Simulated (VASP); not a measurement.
Band structure of NaCl (rock salt). Computed with MS2 meta-GGA, VASP's PBE PAW potentials (set 64) (plane waves; VASP).

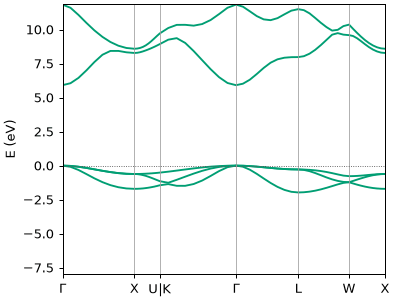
*Bands along high-symmetry lines, zero at the valence-band maximum or, without a gap, the Fermi level*

**Question.** Read the plot: is there a gap, and where are the band edges?

**Answer.** The gap is direct, 5.91 eV, from the valence maximum at Γ to the conduction minimum at Γ.

Measured: gap 8.97 eV (computed value off by -3.06 eV), as given by Wei Chen et al., Physical Review Materials (2018), doi:10.1103/physrevmaterials.2.073803.

The compound is NaCl in the rock salt structure. It was relaxed first.
